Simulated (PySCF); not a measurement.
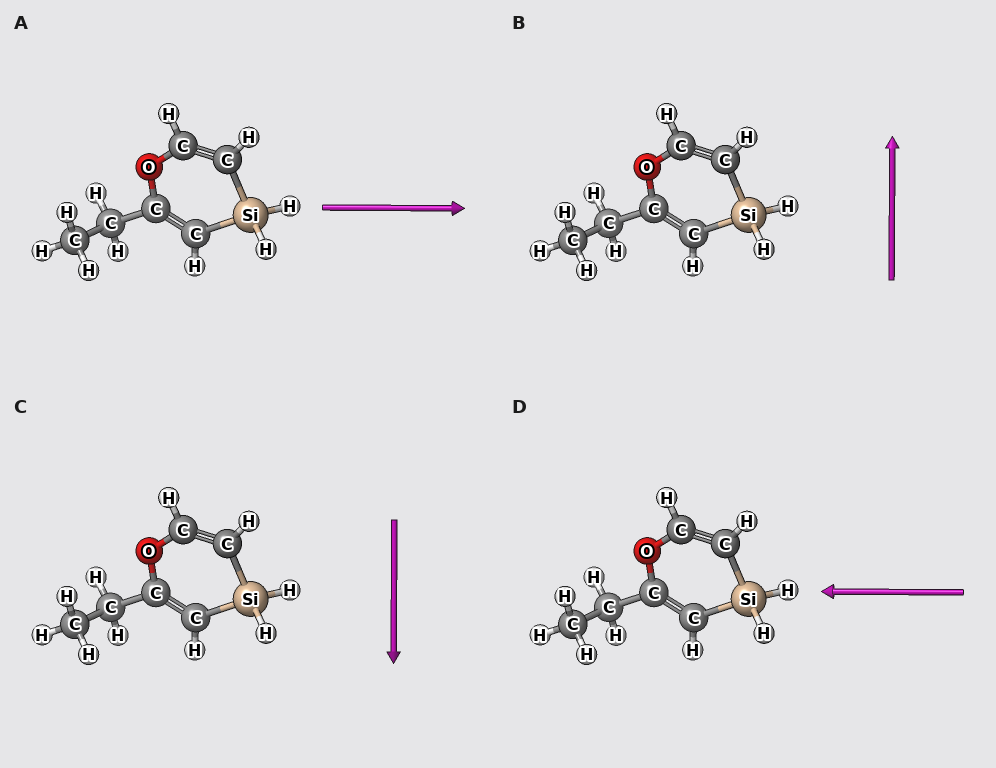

The same molecule four times, each with an arrow. The computed structure is the end point of a GFN2-xTB optimisation. No frequency run is at hand to confirm it as a minimum. Level of theory: PBE0/pcSseg-1, gas phase (PySCF 2.14.0).

Which arrow points along the dipole moment, from the negative to the positive end?

Answer. D. The dipole moment is 0.85 D.

The geometry is semi-empirical. Around Si such bond lengths and angles can be off by a tenth of an ångström or more and by several degrees, and values that hang on the shape move with them.
